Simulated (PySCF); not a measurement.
SMILES N#Cc1c(scc1)-c1ccc[se]1 at its GFN2-xTB optimised geometry (Å):

```
17

N     -2.6917     1.6288    -0.0001
C     -1.5441     1.6947    -0.0002
C     -0.1458     1.7739    -0.0002
C      0.5757     2.9972    -0.0003
C      1.9151     2.8061    -0.0003
S      2.3435     1.1365    -0.0002
C      0.6725     0.6543    -0.0002
C      0.3131    -0.7264    -0.0001
C      1.2004    -1.7790    -0.0001
C      0.6162    -3.0567     0.0000
C     -0.7451    -3.0567     0.0000
Se    -1.4658    -1.3536     0.0000
H      0.0970     3.9600    -0.0003
H      2.6917     3.5445    -0.0003
H      2.2670    -1.6237    -0.0001
H      1.2024    -3.9600     0.0001
H     -1.3797    -3.9246     0.0001
```

Level of theory: PySCF with PBE/def2-SVP.

Map of the electron localisation function on the plane z = 0.6 Å:

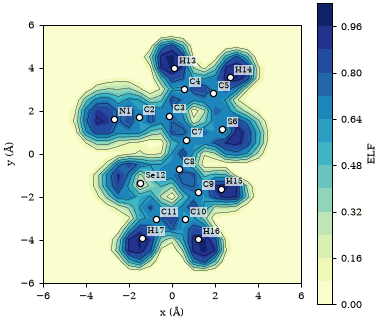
Fig. 1. Electron localisation function on the plane z = 0.6 Å.
